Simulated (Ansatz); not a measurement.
# Si2H6O3: geometry and vibrations

The task is to find a stationary geometry of Si2H6O3, then compute its harmonic vibrations to see whether it is a minimum and to get the zero-point energy and entropy, and look at its orbitals and charge.

Computed with Ansatz 0.2.0, Gaussian basis. Level: RKS PBE0-D4/def2-TZVP.

The runs, in order: relaxation at PBE-D4/def2-SVP; relaxation at PBE0-D4/def2-TZVP; harmonic vibrations at the same level; a single point in def2-TZVPP for the fields.

**1. The system as given**

SMILES `O[SiH2][SiH](O)O`, 11 atoms, charge 0, spin multiplicity 1.

Atoms are counted from 1 here; the program's logs count them from 0.

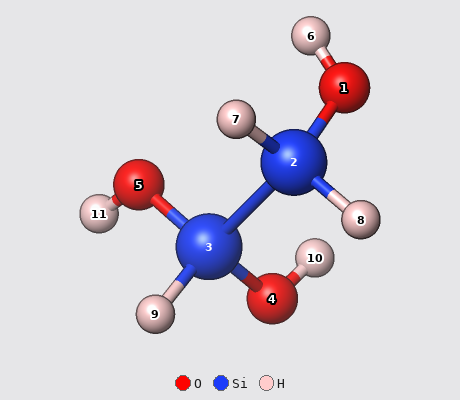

Start geometry, drawn with oxygen red, silicon blue, hydrogen pink; atoms are numbered from 1 in the order of the file.

The start is a force-field geometry with small random shifts, so a cheaper pass at PBE-D4/def2-SVP comes first.

**2. Geometry optimisation, PBE-D4/def2-SVP (cheap first pass)**

File in.yaml:

```yaml
crystal:
  periodic: [false, false, false]
  atoms:
    - {symbol: O, position_ang: [-0.685800, 2.076100, -0.294700]}
    - {symbol: Si, position_ang: [0.648200, 1.317900, 0.156700]}
    - {symbol: Si, position_ang: [0.257500, -1.015000, 0.014600]}
    - {symbol: O, position_ang: [-0.008100, -1.461700, -1.526000]}
    - {symbol: O, position_ang: [-0.999000, -1.458100, 0.959500]}
    - {symbol: H, position_ang: [-1.471200, 2.096900, 0.323900]}
    - {symbol: H, position_ang: [0.984700, 1.720600, 1.558600]}
    - {symbol: H, position_ang: [1.800700, 1.741600, -0.748100]}
    - {symbol: H, position_ang: [1.479400, -1.757800, 0.528600]}
    - {symbol: H, position_ang: [-0.733200, -0.916600, -1.956400]}
    - {symbol: H, position_ang: [-1.207900, -2.401000, 1.003900]}
basis:
  gaussian: {orbitals: def2-SVP}
hamiltonian: {xc: pbe, dispersion: d4}
relax: {f_tol: 0.03, max_steps: 200}
```

Command:

```sh
$ ansatz run in.yaml --threads 4 --pin off --events-out ev --progress --plain --max-ram 10444MiB
```

The program printed (excerpt; [...] marks lines left out):

```text
Functional definition: PBE
  name "PBE"
  cite "Perdew, Burke & Ernzerhof, Phys. Rev. Lett. 77, 3865 (1996) doi:10.1103/PhysRevLett.77.3865"
  parent pbe
[...]
1169 factors; their error is unknown
[...]
mean field -21972.04580012 eV, -807.4577899669 hartree, gradient 1.4e-5 eV, S^2 0.000000; 0 other end points of the search recorded, 0 dependent functions left out
[...]
reference -21972.04583840 eV, -807.4577913736 hartree; 29, 29 occupied and 79, 79 virtual orbitals, 1169 factors
relax step   1: F+E_penalty+E_count = -21972.28180563 eV  Δ(F+E_penalty+E_count) = +0.000e0 eV  max|allowed force component| = 3.685e0 eV/Å  Δτ_max = 0.0000 Å  (28 SCF iters, accepted)
[...]
relax step   7: F+E_penalty+E_count = -21972.70981312 eV  Δ(F+E_penalty+E_count) = -5.906e-3 eV  max|allowed force component| = 1.812e-1 eV/Å  Δτ_max = 0.1363 Å  (28 SCF iters, accepted)
[...]
relax step  13: F+E_penalty+E_count = -21972.74908723 eV  Δ(F+E_penalty+E_count) = +3.924e-4 eV  max|allowed force component| = 3.285e-1 eV/Å  Δτ_max = 0.1298 Å  (28 SCF iters, rejected (line search))
[...]
relax step  19: F+E_penalty+E_count = -21972.76531692 eV  Δ(F+E_penalty+E_count) = -7.518e-4 eV  max|allowed force component| = 5.831e-2 eV/Å  Δτ_max = 0.0627 Å  (29 SCF iters, accepted)
[...]
relax step  25: F+E_penalty+E_count = -21972.76639410 eV  Δ(F+E_penalty+E_count) = -5.354e-5 eV  max|allowed force component| = 9.991e-3 eV/Å  Δτ_max = 0.0057 Å  (23 SCF iters, accepted)
1169 factors; their error is unknown
[...]
mean field -21972.52547111 eV, -807.4754175507 hartree, gradient 1.1e-5 eV, S^2 0.000000; 1 other end points of the search recorded, 0 dependent functions left out
[...]
reference -21972.52550846 eV, -807.4754189231 hartree; 29, 29 occupied and 79, 79 virtual orbitals, 1169 factors
Total energy: -21972.76643144 eV, -807.4842726794 hartree
Atom 0 at    -0.846712     1.917258     0.674795 Å, force     0.007918    -0.004504    -0.001888 eV/Å
Atom 1 at     0.666256     1.366324     0.169869 Å, force    -0.009991     0.006916     0.005564 eV/Å
Atom 2 at     0.299520    -0.963781    -0.005223 Å, force     0.004607    -0.007428    -0.000179 eV/Å
Atom 3 at     0.412435    -1.628579    -1.546681 Å, force    -0.002819     0.006396     0.007836 eV/Å
Atom 4 at    -1.299636    -0.888657     0.576017 Å, force    -0.001800     0.001567    -0.000938 eV/Å
Atom 5 at    -1.425324     1.137962     0.826500 Å, force     0.000179     0.001154    -0.000122 eV/Å
Atom 6 at     1.755740     1.718036     1.151225 Å, force    -0.000305    -0.001367    -0.000612 eV/Å
Atom 7 at     1.047598     1.980262    -1.154548 Å, force     0.000965    -0.000601    -0.002537 eV/Å
Atom 8 at     1.108387    -1.916844     0.828066 Å, force    -0.000409     0.000481    -0.000850 eV/Å
Atom 9 at     0.097774    -1.047585    -2.261906 Å, force     0.000656    -0.002164    -0.006287 eV/Å
Atom 10 at    -1.750739    -1.731496     0.762486 Å, force     0.000999    -0.000451     0.000012 eV/Å
Dipole moment:    -0.184644    -0.386223    -0.109565 e Å
```

It took 26 s on 4 threads of Arm Neoverse V2, shared host.

Relaxation path:

| step | energy from step 1 (eV) | largest force component (eV/Å) |
| --- | --- | --- |
| 1 | 0.0000 | 3.6849 |
| 2 | -0.2722 | 1.6890 |
| 3 | -0.3834 | 0.3078 |
| 4 | -0.4060 | 0.3135 |
| 5 | -0.4151 | 0.1576 |
| 6 | -0.4221 | 0.2476 |
| 7 | -0.4280 | 0.1812 |
| 8 | -0.4324 | 0.3148 |
| 9 | -0.4388 | 0.2576 |
| 10 | -0.4494 | 0.3756 |
| 11 | -0.4567 | 0.5467 |
| 12 | -0.4677 | 0.2207 |
| 13 | -0.4673 | 0.3285 |
| 14 | -0.4742 | 0.0799 |
| 15 | -0.4781 | 0.0936 |
| 16 | -0.4801 | 0.1267 |
| 17 | -0.4814 | 0.1157 |
| 18 | -0.4828 | 0.0576 |
| 19 | -0.4835 | 0.0583 |
| 20 | -0.4839 | 0.0722 |
| 21 | -0.4842 | 0.0671 |
| 22 | -0.4843 | 0.0451 |
| 23 | -0.4845 | 0.0372 |
| 24 | -0.4845 | 0.0318 |
| 25 | -0.4846 | 0.0100 |

Distances of close pairs at the start and the end, largest changes first:

| bond | before (Å) | after (Å) | change (Å) |
| --- | --- | --- | --- |
| O1–Si2 | 1.599 | 1.687 | +0.088 |
| Si3–O5 | 1.633 | 1.703 | +0.070 |
| Si3–O4 | 1.626 | 1.682 | +0.057 |
| O4–H10 | 1.004 | 0.974 | -0.030 |
| O1–H6 | 1.000 | 0.982 | -0.018 |
| Si3–H9 | 1.520 | 1.502 | -0.017 |
| Si2–H8 | 1.525 | 1.509 | -0.016 |
| Si2–H7 | 1.497 | 1.508 | +0.011 |

**3. Geometry optimisation, PBE0-D4/def2-TZVP**

File in.yaml:

```yaml
crystal:
  periodic: [false, false, false]
  atoms:
    - {symbol: O, position_ang: [-0.846712, 1.917258, 0.674795]}
    - {symbol: Si, position_ang: [0.666256, 1.366324, 0.169869]}
    - {symbol: Si, position_ang: [0.299520, -0.963781, -0.005223]}
    - {symbol: O, position_ang: [0.412435, -1.628579, -1.546681]}
    - {symbol: O, position_ang: [-1.299636, -0.888657, 0.576017]}
    - {symbol: H, position_ang: [-1.425324, 1.137962, 0.826500]}
    - {symbol: H, position_ang: [1.755740, 1.718036, 1.151225]}
    - {symbol: H, position_ang: [1.047598, 1.980262, -1.154548]}
    - {symbol: H, position_ang: [1.108387, -1.916844, 0.828066]}
    - {symbol: H, position_ang: [0.097774, -1.047585, -2.261906]}
    - {symbol: H, position_ang: [-1.750739, -1.731496, 0.762486]}
basis:
  gaussian: {orbitals: def2-TZVP}
hamiltonian: {xc: pbe0, dispersion: d4}
relax: {f_tol: 0.005, max_steps: 150}
```

Same command.

The program printed (excerpt; [...] marks lines left out):

```text
Functional definition: PBE0
  name "PBE0"
  cite "Adamo & Barone, J. Chem. Phys. 110, 6158 (1999) doi:10.1063/1.478522"
  cite "Perdew, Burke & Ernzerhof, Phys. Rev. Lett. 77, 3865 (1996) doi:10.1103/PhysRevLett.77.3865"
  parent pbe
[...]
1253 factors; their error is unknown
[...]
mean field -21987.72732815 eV, -808.0340754927 hartree, gradient 7.2e-5 eV, S^2 0.000000; 0 other end points of the search recorded, 0 dependent functions left out
[...]
reference -21987.72736118 eV, -808.0340767064 hartree; 29, 29 occupied and 174, 174 virtual orbitals, 1253 factors
relax step   1: F+E_penalty+E_count = -21987.93197178 eV  Δ(F+E_penalty+E_count) = +0.000e0 eV  max|allowed force component| = 8.688e-1 eV/Å  Δτ_max = 0.0000 Å  (28 SCF iters, accepted)
[...]
Atom 1 at     0.619336     1.346036     0.155956 Å, force    -0.001775     0.000858     0.000849 eV/Å
Atom 2 at     0.241803    -0.972999     0.015334 Å, force     0.000268    -0.001673    -0.000925 eV/Å
Atom 3 at     0.571212    -1.631520    -1.457434 Å, force    -0.001297     0.002677     0.001331 eV/Å
Atom 4 at    -1.372183    -0.987788     0.394878 Å, force    -0.000144     0.000312     0.000256 eV/Å
Atom 5 at    -1.419880     1.395567     1.038520 Å, force    -0.000563    -0.000962    -0.000132 eV/Å
Atom 6 at     1.869008     1.701574     0.878072 Å, force    -0.000054     0.000321    -0.000352 eV/Å
Atom 7 at     0.726555     1.919540    -1.219533 Å, force     0.000094    -0.000087     0.000669 eV/Å
Atom 8 at     0.989011    -1.853785     0.949072 Å, force    -0.000056    -0.000062    -0.000064 eV/Å
Atom 9 at     0.312757    -1.130848    -2.233143 Å, force     0.000721    -0.001479    -0.000337 eV/Å
Atom 10 at    -1.803621    -1.833555     0.531633 Å, force     0.000246    -0.000261    -0.000294 eV/Å
Dipole moment:    -0.248602    -0.332262    -0.160677 e Å
```

Run time: 92 s. Hardware: 4 threads of Arm Neoverse V2, shared host; peak memory 0.55 GiB.

The steps of the relaxation: (the energy doesn't fall at every step)

```
step  energy from step 1 (eV)  largest force component (eV/Å)
   1                   0.0000                          0.8688
   2                  -0.0702                          0.5748
   3                  -0.0932                          0.2516
   4                  -0.0994                          0.2910
   5                  -0.1065                          0.0697
   6                  -0.1074                          0.0392
   7                  -0.1077                          0.0215
   8                  -0.1079                          0.0319
   9                  -0.1080                          0.0162
  10                  -0.1080                          0.0086
  11                  -0.1081                          0.0145
  12                  -0.1082                          0.0454
  13                  -0.1083                          0.0796
  14                  -0.1085                          0.0488
  15                  -0.1087                          0.0090
  16                  -0.1090                          0.0223
  17                  -0.1081                          0.1538
  18                  -0.0989                          0.2589
  19                  -0.1089                          0.0483
  20                  -0.1091                          0.0069
  21                  -0.1094                          0.0400
  22                  -0.1095                          0.0334
  23                  -0.1096                          0.0257
  24                  -0.1096                          0.0257
  25                  -0.1096                          0.0142
  26                  -0.1097                          0.0102
  27                  -0.1097                          0.0067
  28                  -0.1097                          0.0060
  29                  -0.1097                          0.0027
```

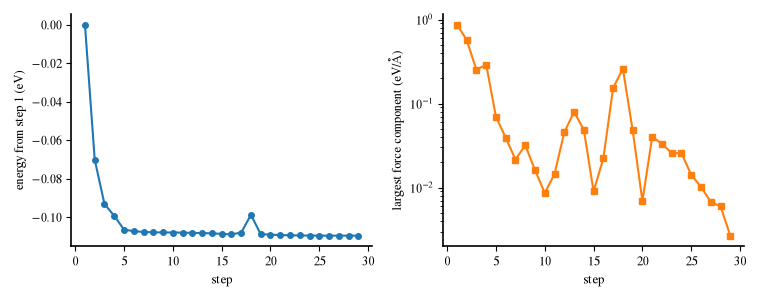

Energy and largest force along the relaxation.

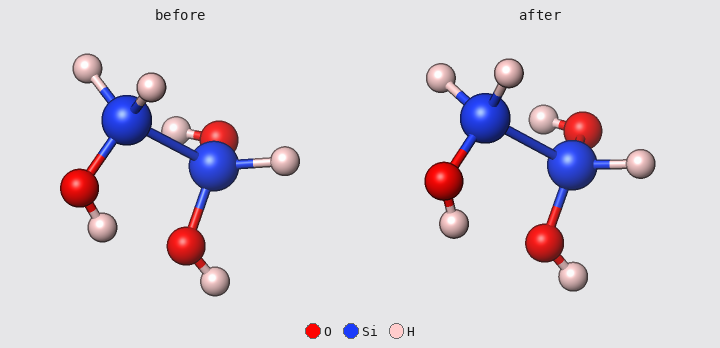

The geometry before (left) and after (right).

Distances of close pairs at the start and the end, largest changes first:

```csv
bond,before (Å),after (Å),change (Å)
Si3–O5,1.703,1.658,-0.045
Si3–O4,1.682,1.647,-0.036
O1–Si2,1.687,1.653,-0.034
Si2–H7,1.508,1.486,-0.021
O1–H6,0.982,0.961,-0.021
Si3–H9,1.502,1.485,-0.017
O4–H10,0.974,0.959,-0.015
O5–H11,0.974,0.959,-0.015
```

Mulliken charges of the relaxed molecule (report file):

```csv
atom,value (e)
O1,-0.53
Si2,0.26
Si3,0.47
O4,-0.51
O5,-0.55
H6,0.34
H7,-0.03
H8,-0.05
H9,-0.05
H10,0.33
H11,0.33
```

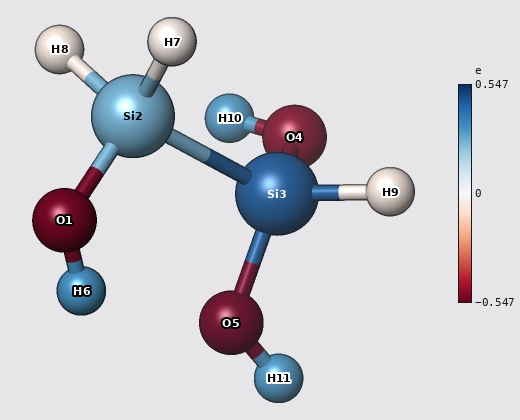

Mulliken charges of the relaxed molecule (report file), as colours on the atoms.

**4. Vibrations by finite differences**

File in.yaml:

```yaml
crystal:
  periodic: [false, false, false]
  atoms:
    - {symbol: O, position_ang: [-0.668700, 1.990678, 0.967245]}
    - {symbol: Si, position_ang: [0.619336, 1.346036, 0.155956]}
    - {symbol: Si, position_ang: [0.241803, -0.972999, 0.015334]}
    - {symbol: O, position_ang: [0.571212, -1.631520, -1.457434]}
    - {symbol: O, position_ang: [-1.372183, -0.987788, 0.394878]}
    - {symbol: H, position_ang: [-1.419880, 1.395567, 1.038520]}
    - {symbol: H, position_ang: [1.869008, 1.701574, 0.878072]}
    - {symbol: H, position_ang: [0.726555, 1.919540, -1.219533]}
    - {symbol: H, position_ang: [0.989011, -1.853785, 0.949072]}
    - {symbol: H, position_ang: [0.312757, -1.130848, -2.233143]}
    - {symbol: H, position_ang: [-1.803621, -1.833555, 0.531633]}
basis:
  gaussian: {orbitals: def2-TZVP}
hamiltonian: {xc: pbe0, dispersion: d4}
phonons: {temperatures: {t_min: 298.15, t_max: 900, t_step: 200}}
```

The command is unchanged.

The program printed (excerpt; [...] marks lines left out):

```text
Functional definition: PBE0
  name "PBE0"
  cite "Adamo & Barone, J. Chem. Phys. 110, 6158 (1999) doi:10.1063/1.478522"
  cite "Perdew, Burke & Ernzerhof, Phys. Rev. Lett. 77, 3865 (1996) doi:10.1103/PhysRevLett.77.3865"
  parent pbe
[...]
1253 factors; their error is unknown
[...]
mean field -21987.83848280 eV, -808.0381603508 hartree, gradient 6.2e-5 eV, S^2 0.000000; 0 other end points of the search recorded, 0 dependent functions left out
[...]
reference -21987.83851590 eV, -808.0381615670 hartree; 29, 29 occupied and 174, 174 virtual orbitals, 1253 factors
[...]
1253 factors; their error is unknown
mean field -21987.83831659 eV, -808.0381542425 hartree, gradient 3.0e-6 eV, S^2 0.000000; 0 other end points of the search recorded, 0 dependent functions left out
[...]
reference -21987.83834968 eV, -808.0381554587 hartree; 29, 29 occupied and 174, 174 virtual orbitals, 1253 factors
[...]
Atom 4 at    -1.372183    -0.987788     0.394878 Å, force    -0.000135     0.000300     0.000246 eV/Å
Atom 5 at    -1.419880     1.395567     1.038520 Å, force    -0.000554    -0.000925    -0.000137 eV/Å
Atom 6 at     1.869008     1.701574     0.878072 Å, force    -0.000053     0.000325    -0.000345 eV/Å
Atom 7 at     0.726555     1.919540    -1.219533 Å, force     0.000084    -0.000105     0.000660 eV/Å
Atom 8 at     0.989011    -1.853785     0.949072 Å, force    -0.000057    -0.000065    -0.000061 eV/Å
Atom 9 at     0.312757    -1.130848    -2.233143 Å, force     0.000720    -0.001475    -0.000333 eV/Å
Atom 10 at    -1.803621    -1.833555     0.531633 Å, force     0.000245    -0.000265    -0.000292 eV/Å
Dipole moment:    -0.248602    -0.332262    -0.160676 e Å
Vibrations: 28.64 105.28 174.07 239.85 271.54 314.71 319.03 361.94 427.87 512.82 723.50 744.41 786.60 796.56 830.21 867.40 897.25 913.59 941.48 960.59 971.57 2177.85 2217.29 2227.99 3878.53 3900.60 3913.89 cm⁻¹, zero-point energy 1.891073 eV
```

Wall time 2.5 min (4 threads of Arm Neoverse V2, shared host); peak memory 0.54 GiB.

Motions are named by where the mode's potential energy lies. Wavenumbers, unscaled:

```
mode  cm⁻¹                  motion
   1    29                 torsion
   2   105                    bend
   3   174       bend with torsion
   4   240       torsion with bend
   5   272       bend with torsion
   6   315                 torsion
   7   319                 torsion
   8   362                 torsion
   9   428           Si–Si stretch
  10   513       bend with torsion
  11   723  bend with wag or twist
  12   744  bend with wag or twist
  13   787  bend with Si–O stretch
  14   797  bend with wag or twist
  15   830  Si–O stretch with bend
  16   867  Si–O stretch with bend
  17   897  bend with wag or twist
  18   914            Si–O stretch
  19   941  bend with Si–O stretch
  20   961  bend with wag or twist
  21   972                    bend
  22  2178            Si–H stretch
  23  2217            Si–H stretch
  24  2228            Si–H stretch
  25  3879             O–H stretch
  26  3901             O–H stretch
  27  3914             O–H stretch
```

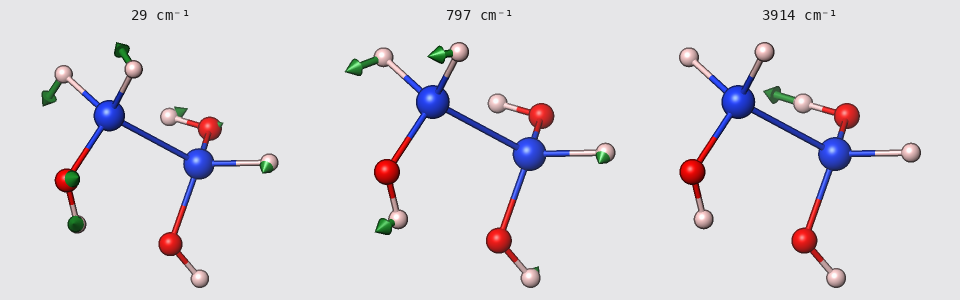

How the atoms move in 3 of the modes.

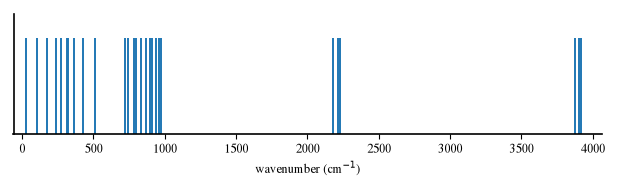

The harmonic wavenumbers as sticks (no intensities were computed).

Ideal gas, rigid rotor and harmonic oscillator at 298.15 K and 1 bar, with symmetry number 1:

```
                term            value
   zero-point energy     182.5 kJ/mol
          H(298) − E     206.9 kJ/mol
entropy, translation  167.5 J/(mol K)
   entropy, rotation  114.9 J/(mol K)
  entropy, vibration   93.0 J/(mol K)
      entropy, total  375.4 J/(mol K)
```

**5. Fields at the relaxed geometry**

in.yaml, as its differences from that of step 4:

```diff
@@ -15,4 +15,4 @@
 basis:
-  gaussian: {orbitals: def2-TZVP}
+  gaussian: {orbitals: def2-TZVPP}
 hamiltonian: {xc: pbe0, dispersion: d4}
-phonons: {temperatures: {t_min: 298.15, t_max: 900, t_step: 200}}
+output: {orbitals: {seedname: orbitals}}
```

Launched as before.

The program printed:

```text
Functional definition: PBE0
  name "PBE0"
  cite "Adamo & Barone, J. Chem. Phys. 110, 6158 (1999) doi:10.1063/1.478522"
  cite "Perdew, Burke & Ernzerhof, Phys. Rev. Lett. 77, 3865 (1996) doi:10.1103/PhysRevLett.77.3865"
  parent pbe
  parameter a = 0.25
  parameter kappa = 0.804
  parameter beta = 0.06672455060314922
  exchange = (1 - a)*pbe_x(kappa = kappa, mu = beta*pi^2/3) + a*exact_x
  correlation = pbe_c(beta = beta)
1389 factors; their error is unknown
mean field evaluation 1: about -21976.7216 eV, gradient 8.5e1 eV
mean field evaluation 2: about -21956.0767 eV, gradient 1.4e2 eV
mean field evaluation 4: about -21987.8946 eV, gradient 5.0e0 eV
mean field evaluation 8: about -21987.9334 eV, gradient 3.4e-2 eV
mean field evaluation 16: about -21987.9812 eV, gradient 4.3e-5 eV
mean field -21987.98124608 eV, -808.0434068043 hartree, gradient 4.3e-5 eV, S^2 0.000000; 0 other end points of the search recorded, 0 dependent functions left out
reference -21987.98127929 eV, -808.0434080250 hartree; 29, 29 occupied and 232, 232 virtual orbitals, 1389 factors
Total energy: -21988.18444225 eV, -808.0508741258 hartree
```

It took 3.3 s on 4 threads of Arm Neoverse V2, shared host; peak memory 0.67 GiB.

The fields below are evaluated on a grid from the run's orbitals.

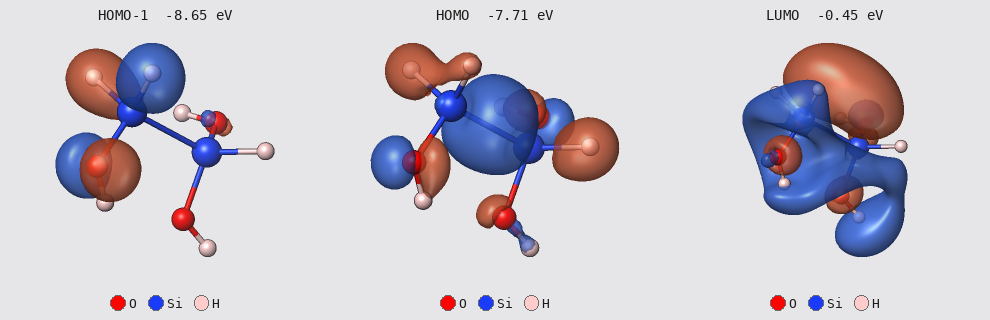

Frontier orbitals at PBE0-D4/def2-TZVPP; each surface holds 70 % of the orbital's density, blue and red mark the sign.

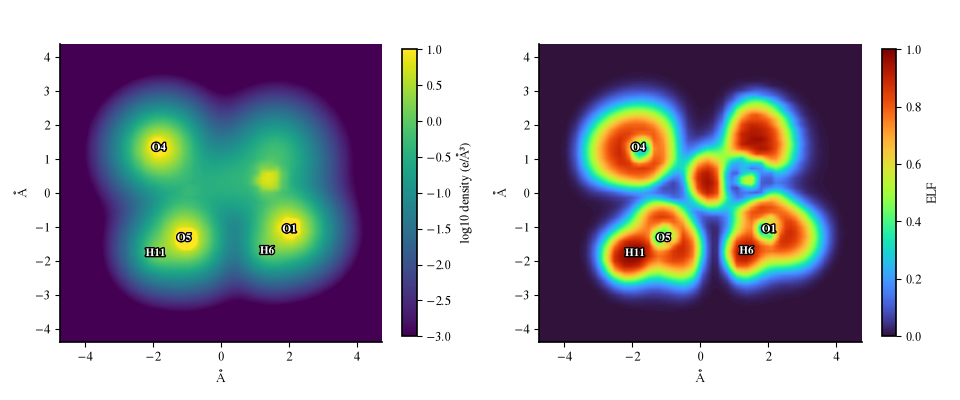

Density (left) and ELF (right) in a plane through or near 5 of the atoms.

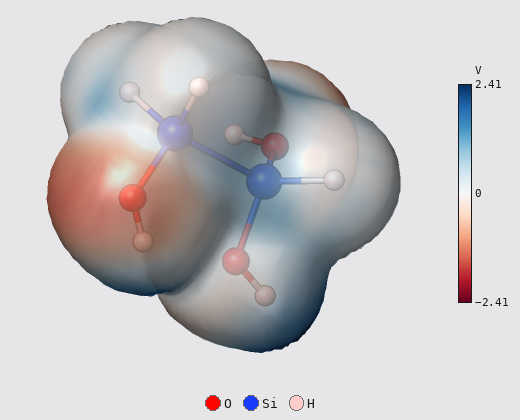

The potential that a unit positive charge feels on the 0.002 e/bohr³ surface, from -1.36 V near O1 to 2.41 V near H11.

**6. What came out**

| quantity | value |
| --- | --- |
| point group | C1 |
| steps | 25 + 29 |
| shift from the start (rms) | 0.890 Å |
| total energy | -21988.0417 eV |
| dispersion term | -203 meV |
| dipole moment | 2.14 D |
| lowest, highest wavenumber | 29, 3914 cm⁻¹ |
| zero-point energy | 182.5 kJ/mol |
| entropy at 298.15 K | 375.4 J/(mol K) |
| HOMO, LUMO | -7.71, -0.45 eV |

In words: The atoms moved 0.89 Å (rms) from the start; the bond that changed most is O1–Si2, from 1.599 to 1.653 Å. All wavenumbers are real, so the end point is a minimum. The stiffest mode, 3914 cm⁻¹, is an O–H stretch, and 3 modes under 200 cm⁻¹ make the vibrational entropy uncertain. Harmonic hybrid wavenumbers usually lie a few per cent above measured fundamentals. The largest Mulliken charge, -0.55 e, sits on O5. The HOMO lies mostly on Si2, Si3 about 23 % each; H9 12 % and the LUMO on Si2, Si3 about 15 % each; H7, H8, H11 about 10 % each.
